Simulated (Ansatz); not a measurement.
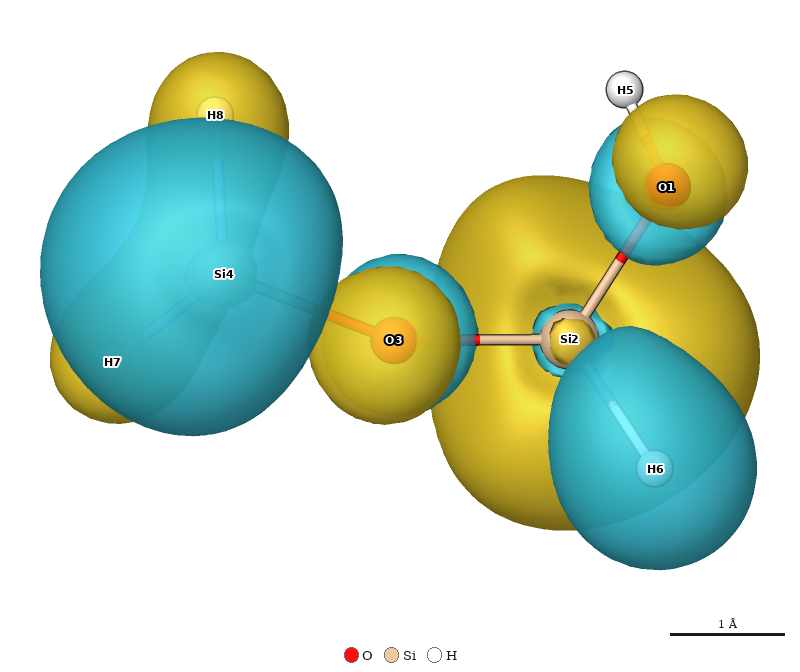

H4O2Si2. One frontier orbital at ±0.08 Å⁻³ᐟ² (yellow and cyan are the two phases), seen across its widest extent.

Geometry: PBE0-D4/def2-TZVP.

Method: RKS PBE0-D4/def2-TZVPP in Ansatz 0.2.0.

```json
{"atom": "O", "x (Å)": "-1.8103", "y (Å)": "0.6271", "z (Å)": "1.0471"}
{"atom": "Si", "x (Å)": "-1.1824", "y (Å)": "0.5378", "z (Å)": "-0.4553"}
{"atom": "O", "x (Å)": "0.3448", "y (Å)": "0.1207", "z (Å)": "-0.5987"}
{"atom": "Si", "x (Å)": "1.8795", "y (Å)": "-0.4184", "z (Å)": "-0.1498"}
{"atom": "H", "x (Å)": "-1.6183", "y (Å)": "-0.0721", "z (Å)": "1.6762"}
{"atom": "H", "x (Å)": "-1.5119", "y (Å)": "1.8142", "z (Å)": "-1.1305"}
{"atom": "H", "x (Å)": "2.3591", "y (Å)": "-1.1940", "z (Å)": "-1.3421"}
{"atom": "H", "x (Å)": "1.6317", "y (Å)": "-1.4723", "z (Å)": "0.8974"}
```

Which orbital is it: HOMO or LUMO?

The LUMO, at −3.22 eV. It lies mainly on Si2 (about 45 %), Si4 (about 25 %), O3 (about 10 %) and H6 (about 5 %).
